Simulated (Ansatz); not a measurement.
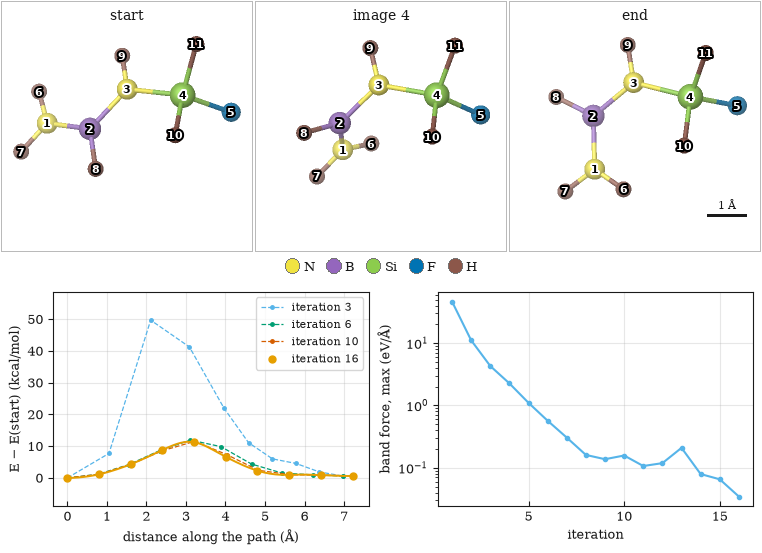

NEB run on BSiN$_{2}$H$_{6}$F. Images are numbered from 0 (start) to 9 (end). The plot follows the band through its iterations. The picture is a ball-and-stick view, seen at a tilt.

These are results of RKS PBE-D4/def2-SVP (Ansatz 0.2.0), not measurements. Run with 8 movable images; no climbing image; force threshold 0.05 eV/Å; iteration limit 60; starting path through a guess of the saddle point.

Q: Judge this run.

A: The run is converged, with reservations. The band converged in 16 iterations. The largest component of the band force went from 47 to 0.034 eV/Å. No image climbed, so the highest image needn't lie on the saddle point, and the true maximum along this path can be higher. The first iteration put the highest image at 357.3 kcal/mol. Forward barrier 11.3 kcal/mol, backward barrier 10.7 kcal/mol, with image 4 at the top; the reaction energy is +0.6 kcal/mol.
